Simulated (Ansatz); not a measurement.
## Geometry relaxation, with input and output: SiN2H8O (part 2 of 2)

SiN2H8O; RKS PBE/6-31G* (Ansatz 0.2.0). It belongs to a series of runs on one base structure; here: end point B relaxed.

Geometry of the input (Å):
```
Si -0.5318  -0.1150  -0.5455
H  0.4150  0.3898  1.9063
N  1.1866  -0.1739  -0.2977
H  1.6125  -0.9515  0.2080
H  1.6904  0.6949  -0.1203
H  -0.7427  1.1376  -1.3385
N  -0.8582  -1.6871  -1.2193
H  -1.8232  -1.9335  -1.4407
H  -0.2212  -2.0333  -1.9376
O  -1.6691  0.0816  0.6768
H  -1.7503  -0.7141  1.2388
H  -0.1824  0.5453  2.2634
```

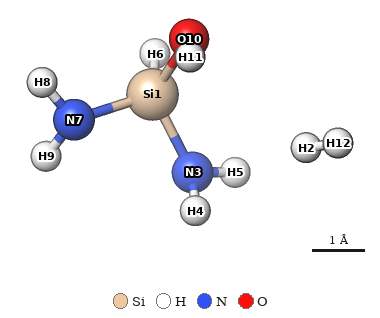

The geometry at step 12 of the log (ball-and-stick view, seen at a tilt; atoms are numbered from 1 in the order of the input).

**Trajectory as extended XYZ, continued**
```
12
Properties=species:S:1:pos:R:3:forces:R:3 step=6 energy=-13025.87454
Si   -0.5962   -0.1598   -0.7548    0.1207   0.0931  -0.1630
H     0.6827    0.3800    2.6014    0.2141  -0.1112  -0.1631
N     1.1072   -0.1504   -0.4027   -0.1078  -0.0630   0.0469
H     1.4780   -0.8630    0.2267    0.0630  -0.0369  -0.0002
H     1.5510    0.7500   -0.2238    0.0160   0.0461   0.0037
H    -0.7978    1.0285   -1.6417   -0.0169   0.0009  -0.0428
N    -0.8721   -1.7762   -1.3361   -0.0230   0.0022   0.0156
H    -1.8251   -2.0459   -1.5827    0.0021  -0.0058   0.0032
H    -0.2090   -2.1447   -2.0194    0.0037   0.0000   0.0116
O    -1.7387    0.1323    0.4399   -0.0422  -0.0521   0.0910
H    -1.7814   -0.5913    1.0959   -0.0200   0.0103   0.0112
H     0.1272    0.6812    2.9908   -0.2094   0.1165   0.1857
12
Properties=species:S:1:pos:R:3:forces:R:3 step=7 energy=-13025.88230
Si   -0.6086   -0.1474   -0.8015    0.0204  -0.0684   0.0377
H     0.7010    0.4059    2.6637   -0.1220   0.0489   0.0758
N     1.0862   -0.1346   -0.4181    0.0297  -0.0101   0.0629
H     1.4722   -0.8753    0.1734   -0.0491   0.0769  -0.0577
H     1.5249    0.7626   -0.2066    0.0160  -0.0249  -0.0213
H    -0.8221    1.0101   -1.7299    0.0097  -0.0198   0.0400
N    -0.8729   -1.7836   -1.3348    0.0158  -0.0190  -0.0539
H    -1.8193   -2.0627   -1.5987    0.0344   0.0064   0.0109
H    -0.1902   -2.1762   -1.9865   -0.0488   0.0191   0.0201
O    -1.7502    0.1562    0.3952   -0.0454   0.0101   0.0070
H    -1.7925   -0.5568    1.0636    0.0186   0.0304  -0.0445
H     0.1972    0.6425    3.1738    0.1208  -0.0497  -0.0771
12
Properties=species:S:1:pos:R:3:forces:R:3 step=8 energy=-13025.88337
Si   -0.6046   -0.1490   -0.7998    0.0103  -0.0623   0.0400
H     0.6409    0.4090    2.6191    0.3054  -0.1815  -0.5222
N     1.0881   -0.1342   -0.4084   -0.0361  -0.0130   0.0150
H     1.4723   -0.8646    0.1939   -0.0144   0.0240  -0.0245
H     1.5295    0.7647   -0.2176    0.0429   0.0248  -0.0024
H    -0.8114    1.0102   -1.7256    0.0097  -0.0067   0.0182
N    -0.8695   -1.7837   -1.3357    0.0331   0.0165  -0.0015
H    -1.8176   -2.0700   -1.5793   -0.0239   0.0014  -0.0076
H    -0.1982   -2.1693   -2.0006    0.0041  -0.0173  -0.0134
O    -1.7535    0.1547    0.3896   -0.0404   0.0109   0.0089
H    -1.7991   -0.5565    1.0592    0.0153   0.0227  -0.0283
H     0.2486    0.6295    3.1989   -0.3059   0.1805   0.5178
12
Properties=species:S:1:pos:R:3:forces:R:3 step=9 energy=-13025.89329
Si   -0.6093   -0.1476   -0.7878    0.0043  -0.0173   0.0337
H     0.6284    0.3880    2.5127   -0.0038  -0.0092  -0.0870
N     1.0768   -0.1251   -0.3723   -0.0164  -0.0081   0.0153
H     1.4600   -0.8538    0.2317   -0.0003   0.0119  -0.0152
H     1.5189    0.7749   -0.1858    0.0260   0.0049  -0.0054
H    -0.8005    1.0121   -1.7158   -0.0046  -0.0097   0.0066
N    -0.8637   -1.7825   -1.3264    0.0214   0.0072  -0.0032
H    -1.8089   -2.0706   -1.5803   -0.0100   0.0025  -0.0028
H    -0.1837   -2.1699   -1.9817    0.0013  -0.0107  -0.0100
O    -1.7756    0.1584    0.3842   -0.0244   0.0058  -0.0094
H    -1.8171   -0.5436    1.0633    0.0043   0.0121  -0.0131
H     0.3002    0.6004    3.1518    0.0022   0.0106   0.0907
12
Properties=species:S:1:pos:R:3:forces:R:3 step=10 energy=-13025.89198 accepted=F
Si   -0.6107   -0.1484   -0.7904   -0.0171   0.0174   0.0461
H     0.5772    0.3998    2.5096    0.1775  -0.1765  -0.6990
N     1.0690   -0.1188   -0.3599   -0.0147  -0.0346  -0.0157
H     1.4635   -0.8553    0.2252    0.0073  -0.0002   0.0114
H     1.5218    0.7771   -0.1863    0.0307   0.0311   0.0066
H    -0.7947    1.0060   -1.7255   -0.0150   0.0026   0.0034
N    -0.8588   -1.7854   -1.3250    0.0025  -0.0099  -0.0134
H    -1.8055   -2.0757   -1.5717   -0.0020   0.0047  -0.0007
H    -0.1850   -2.1678   -1.9897    0.0057  -0.0116  -0.0013
O    -1.7881    0.1607    0.3715    0.0066  -0.0174  -0.0306
H    -1.8306   -0.5406    1.0513   -0.0026   0.0172  -0.0030
H     0.3676    0.5892    3.1846   -0.1788   0.1770   0.6962
12
Properties=species:S:1:pos:R:3:forces:R:3 step=11 energy=-13025.89691
Si   -0.6097   -0.1483   -0.7874   -0.0030  -0.0022   0.0229
H     0.6001    0.3948    2.4960   -0.0481   0.0214   0.0086
N     1.0743   -0.1230   -0.3665   -0.0147  -0.0068   0.0110
H     1.4615   -0.8539    0.2317    0.0037   0.0076  -0.0064
H     1.5209    0.7758   -0.1857    0.0199   0.0015  -0.0034
H    -0.7990    1.0096   -1.7178   -0.0048  -0.0061   0.0051
N    -0.8619   -1.7835   -1.3261    0.0154  -0.0008  -0.0065
H    -1.8074   -2.0717   -1.5796   -0.0029   0.0040   0.0003
H    -0.1826   -2.1705   -1.9825   -0.0013  -0.0058  -0.0031
O    -1.7807    0.1595    0.3798   -0.0108  -0.0019  -0.0154
H    -1.8215   -0.5402    1.0611   -0.0003   0.0099  -0.0050
H     0.3317    0.5921    3.1706    0.0469  -0.0207  -0.0081
12
Properties=species:S:1:pos:R:3:forces:R:3 step=12 energy=-13025.88765 accepted=F
Si   -0.6073   -0.1502   -0.7866   -0.0073   0.0104  -0.0007
H     0.5132    0.4174    2.4564   -0.1560   0.2071   0.9568
N     1.0738   -0.1220   -0.3574   -0.0469   0.0120  -0.0156
H     1.4650   -0.8505    0.2390    0.0225  -0.0204   0.0198
H     1.5290    0.7756   -0.1957    0.0187   0.0083   0.0074
H    -0.7932    1.0063   -1.7181    0.0000   0.0055  -0.0075
N    -0.8577   -1.7849   -1.3269    0.0112   0.0076   0.0155
H    -1.8048   -2.0760   -1.5691   -0.0216   0.0017  -0.0053
H    -0.1861   -2.1675   -1.9930    0.0212  -0.0169  -0.0102
O    -1.7870    0.1594    0.3716    0.0107  -0.0097  -0.0070
H    -1.8295   -0.5377    1.0552   -0.0088   0.0027   0.0111
H     0.4104    0.5708    3.2181    0.1564  -0.2082  -0.9643
12
Properties=species:S:1:pos:R:3:forces:R:3 step=13 energy=-13025.90103
Si   -0.6095   -0.1489   -0.7861   -0.0021   0.0019  -0.0006
H     0.5587    0.4080    2.4774   -0.0572   0.0341   0.0787
N     1.0729   -0.1216   -0.3600   -0.0209   0.0032   0.0061
H     1.4630   -0.8516    0.2366    0.0074  -0.0002   0.0007
H     1.5266    0.7760   -0.1915    0.0101  -0.0014   0.0006
H    -0.7978    1.0072   -1.7183    0.0017   0.0004  -0.0012
N    -0.8588   -1.7845   -1.3255    0.0069   0.0000   0.0000
H    -1.8049   -2.0737   -1.5754   -0.0030   0.0036   0.0004
H    -0.1820   -2.1698   -1.9855    0.0033  -0.0042   0.0010
O    -1.7870    0.1606    0.3740    0.0020  -0.0095  -0.0074
H    -1.8289   -0.5362    1.0581   -0.0048   0.0065   0.0032
H     0.3736    0.5752    3.1896    0.0566  -0.0345  -0.0815
12
Properties=species:S:1:pos:R:3:forces:R:3 step=14 energy=-13025.90445
Si   -0.6098   -0.1480   -0.7855    0.0041  -0.0009   0.0055
H     0.5155    0.4209    2.4575   -0.0370   0.0253   0.0765
N     1.0710   -0.1198   -0.3543   -0.0111   0.0085   0.0052
H     1.4630   -0.8504    0.2403   -0.0017  -0.0017   0.0005
H     1.5275    0.7767   -0.1873    0.0021  -0.0014  -0.0027
H    -0.7975    1.0065   -1.7199    0.0042  -0.0005   0.0003
N    -0.8569   -1.7847   -1.3229    0.0012   0.0001  -0.0015
H    -1.8025   -2.0732   -1.5761    0.0006   0.0005   0.0003
H    -0.1778   -2.1719   -1.9794    0.0001  -0.0010   0.0022
O    -1.7898    0.1629    0.3718    0.0022  -0.0070  -0.0073
H    -1.8364   -0.5338    1.0557   -0.0016   0.0046   0.0011
H     0.4194    0.5557    3.1936    0.0369  -0.0265  -0.0802
12
Properties=species:S:1:pos:R:3:forces:R:3 step=15 energy=-13025.90684
Si   -0.6109   -0.1502   -0.7946    0.0133   0.0073   0.0007
H     0.4625    0.4445    2.4862   -0.0125   0.0123   0.0505
N     1.0689   -0.1197   -0.3616   -0.0079  -0.0012   0.0077
H     1.4590   -0.8475    0.2379   -0.0010   0.0046   0.0005
H     1.5248    0.7776   -0.1977    0.0027  -0.0002   0.0002
H    -0.7968    1.0020   -1.7324   -0.0015  -0.0035  -0.0005
N    -0.8569   -1.7883   -1.3277   -0.0036   0.0020   0.0028
H    -1.8020   -2.0778   -1.5816   -0.0005  -0.0021  -0.0001
H    -0.1763   -2.1774   -1.9816   -0.0003   0.0003   0.0012
O    -1.7909    0.1654    0.3618    0.0042  -0.0019  -0.0001
H    -1.8359   -0.5260    1.0510   -0.0040  -0.0024  -0.0010
H     0.4803    0.5380    3.2338    0.0111  -0.0151  -0.0618
12
Properties=species:S:1:pos:R:3:forces:R:3 step=16 energy=-13025.90825
Si   -0.6064   -0.1469   -0.7881    0.0128  -0.0045  -0.0114
H     0.3996    0.4534    2.4593   -0.0022   0.0019  -0.0021
N     1.0728   -0.1167   -0.3555    0.0001  -0.0018  -0.0001
H     1.4615   -0.8421    0.2477   -0.0019   0.0031   0.0034
H     1.5308    0.7803   -0.1955   -0.0027  -0.0008   0.0004
H    -0.7919    1.0039   -1.7263   -0.0008   0.0087  -0.0101
N    -0.8545   -1.7854   -1.3191   -0.0017  -0.0022   0.0033
H    -1.8001   -2.0778   -1.5674    0.0008   0.0033  -0.0028
H    -0.1758   -2.1758   -1.9742   -0.0003  -0.0013   0.0037
O    -1.7873    0.1695    0.3668   -0.0038   0.0067   0.0104
H    -1.8459   -0.5297    1.0467   -0.0008  -0.0094   0.0079
H     0.5230    0.5080    3.1992    0.0004  -0.0036  -0.0026
12
Properties=species:S:1:pos:R:3:forces:R:3 step=17 energy=-13025.90726 accepted=F
Si   -0.6024   -0.1439   -0.7827    0.0149  -0.0094  -0.0133
H     0.3479    0.4656    2.4325    0.0712  -0.0014   0.2466
N     1.0770   -0.1142   -0.3524    0.0068  -0.0024  -0.0107
H     1.4641   -0.8367    0.2552   -0.0032   0.0029   0.0051
H     1.5359    0.7829   -0.1957   -0.0041   0.0005   0.0008
H    -0.7883    1.0061   -1.7221   -0.0028   0.0058  -0.0063
N    -0.8533   -1.7829   -1.3103   -0.0026  -0.0033   0.0014
H    -1.7993   -2.0752   -1.5575    0.0000   0.0033  -0.0033
H    -0.1751   -2.1765   -1.9639    0.0006  -0.0005   0.0027
O    -1.7808    0.1730    0.3749   -0.0096   0.0089   0.0203
H    -1.8455   -0.5312    1.0494    0.0028  -0.0044  -0.0002
H     0.5456    0.4739    3.1660   -0.0739   0.0000  -0.2433
12
Properties=species:S:1:pos:R:3:forces:R:3 step=18 energy=-13025.90846
Si   -0.6042   -0.1448   -0.7845    0.0036  -0.0033  -0.0041
H     0.3876    0.4532    2.4369   -0.0013  -0.0002   0.0076
N     1.0753   -0.1148   -0.3541    0.0056  -0.0013  -0.0048
H     1.4628   -0.8377    0.2529   -0.0011   0.0015   0.0034
H     1.5332    0.7825   -0.1961   -0.0011   0.0016   0.0004
H    -0.7908    1.0056   -1.7241   -0.0017  -0.0002  -0.0008
N    -0.8545   -1.7838   -1.3128   -0.0015  -0.0016   0.0006
H    -1.8002   -2.0745   -1.5629   -0.0005   0.0012  -0.0017
H    -0.1753   -2.1771   -1.9655    0.0008  -0.0004   0.0013
O    -1.7820    0.1716    0.3741   -0.0048   0.0058   0.0072
H    -1.8410   -0.5297    1.0522    0.0022  -0.0017  -0.0020
H     0.5147    0.4903    3.1775   -0.0002  -0.0013  -0.0071
```

**Key numbers**

| quantity | value |
| --- | --- |
| outcome | converged |
| total energy | −13025.9085 eV |
| mean-field energy | −13025.9085 eV |
| largest force (length of the vector) at the end | 0.010 eV/Å |
| hardware | 1 thread of Arm Neoverse V2, 24 GiB of memory available, shared host |
| wall time | 55 s |
| peak memory | 0.12 GiB |
